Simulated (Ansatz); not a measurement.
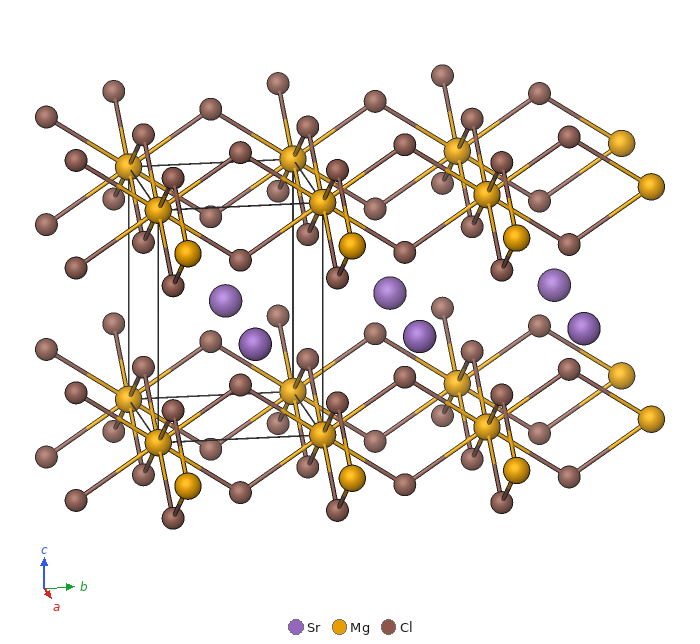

System SrMgCl₄ (space group P4/mmm, No. 123); source of the atomic positions: coordinates from a relaxation with Ansatz 0.2.0, DFT PBE, scalar-relativistic, plane waves, PAW; the starting structure was generated, so it need not be a known form of this composition.

Bonds are taken as Cl–Mg below 3.2 Å; Sr is left out of the net, as the electropositive filling of the structure. Atoms with one bond or none are removed and atoms with two bonds are replaced by edges, until no such atom is left. Two bridges between the same pair of nodes count as one edge.

Q: What kind of net remains, and which atoms are its nodes?

A: A uninodal 4-connected, two-periodic (layers) net: Mg is a 4-connected node. Cl becomes part of the edges.

Q: Which named net is it?

A: It is the sql net, known from the square lattice.

Q: How do the layers lie?

A: The layers lie parallel to (001).

Q: Give the point symbol of each node (shortest cycle at each angle).

A: Mg: 4^4.6^2.

The simplified net, drawn on the atoms' positions. Nodes are coloured by element. One layer is drawn. Short stubs are edges that leave the cut-out.

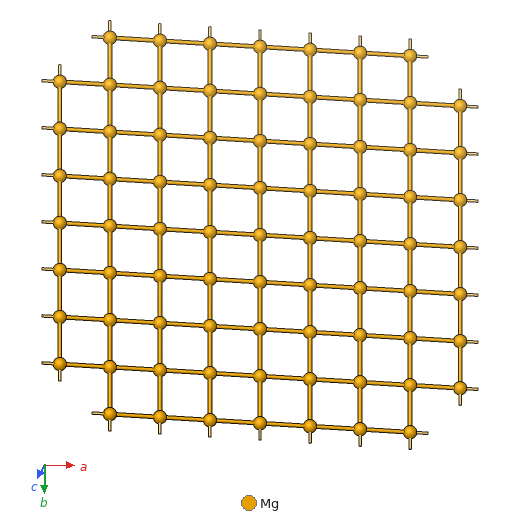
